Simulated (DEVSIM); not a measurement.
Device: Cr/SiON/n-Si capacitor, at 250 K.

```csv
layer (left to right),material,thickness (nm),Nd (cm⁻³)
1,SiON,13.0,-
2,Si,8700,4.4e15
```

Metal gate on the left, work function 4.5 eV. Fixed charge at the semiconductor interface 7.1e11 cm⁻² (in units of +e); no interface traps.

This is a model device: material constants are rounded textbook-type values typed into the input, and sizes, dopings and lifetimes were drawn at random. Values at 300 K; Nc and Nv go as T^1.5, mobilities as T to minus their exponent, the gap by Varshni's rule with the affinity fixed.

```tsv
parameter	SiON	Si
gap (eV)	7	1.124
affinity (eV)	1.4	4.05
permittivity	5.5	11.7
Nc (cm⁻³)	-	2.86e19
Nv (cm⁻³)	-	3.1e19
Varshni α (eV/K)	-	0.000473
Varshni β (K)	-	636
```

Simulated with DEVSIM: 1D Poisson equation in equilibrium, Boltzmann statistics, complete ionisation; no quantum confinement or tunnelling. Metal contacts follow the ideal Schottky-Mott rule: no Fermi-level pinning, no interface dipoles.

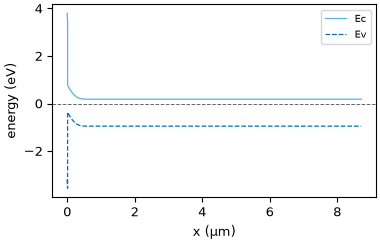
Figure: Band edges at -0.7 V on the gate

Energies count from the Fermi level of the right contact; mesh points crowd at the junctions.

| x (μm) | Ec (eV) | Ev (eV) | n (cm⁻³) | p (cm⁻³) | field (V/cm) |
|---|---|---|---|---|---|
| 0.000 | 3.800 | -3.200 | < 1e2 | < 1e2 | -290000 |
| 0.001585 | 3.754 | -3.246 | < 1e2 | < 1e2 | -290000 |
| 0.004762 | 3.661 | -3.339 | < 1e2 | < 1e2 | -290000 |
| 0.009613 | 3.519 | -3.481 | < 1e2 | < 1e2 | -290000 |
| 0.01260 | 3.431 | -3.569 | < 1e2 | < 1e2 | -290000 |
| 0.01390 | 0.767 | -0.369 | 7400 | 8.7e11 | -28000 |
| 0.01699 | 0.759 | -0.377 | 11000 | 5.9e11 | -27000 |
| 0.02872 | 0.727 | -0.409 | 48000 | 1.3e11 | -27000 |
| 0.05399 | 0.662 | -0.474 | 980000 | 6.5e9 | -25000 |
| 0.1136 | 0.525 | -0.611 | 5.6e8 | 1.1e7 | -21000 |
| 0.2659 | 0.286 | -0.850 | 3.7e13 | 170 | -11000 |
| 0.8438 | 0.183 | -0.953 | 4.4e15 | < 1e2 | ≈ 0 |
| 2.089 | 0.183 | -0.953 | 4.4e15 | < 1e2 | ≈ 0 |
| 4.915 | 0.183 | -0.953 | 4.4e15 | < 1e2 | ≈ 0 |
| 7.593 | 0.183 | -0.953 | 4.4e15 | < 1e2 | ≈ 0 |
| 8.249 | 0.183 | -0.953 | 4.4e15 | < 1e2 | ≈ 0 |
| 8.528 | 0.183 | -0.953 | 4.4e15 | < 1e2 | ≈ 0 |
| 8.637 | 0.183 | -0.953 | 4.4e15 | < 1e2 | ≈ 0 |
| 8.691 | 0.183 | -0.953 | 4.4e15 | < 1e2 | ≈ 0 |
| 8.705 | 0.183 | -0.953 | 4.4e15 | < 1e2 | ≈ 0 |
| 8.710 | 0.183 | -0.953 | 4.4e15 | < 1e2 | ≈ 0 |
| 8.713 | 0.183 | -0.953 | 4.4e15 | < 1e2 | ≈ 0 |
